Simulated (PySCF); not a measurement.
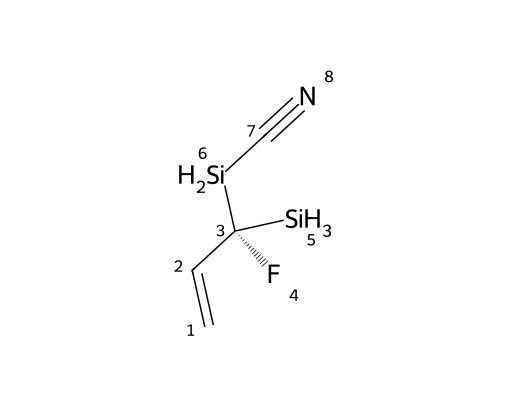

Skeletal drawing with numbered atoms; wedges and dashes mark any stereocentres. The configuration is that of a computed structure (GFN2-xTB).

Assign CIP descriptors.

Answer. C3: S.

Write the isomeric SMILES.

Answer. C=C[C@](F)([SiH3])[SiH2]C#N
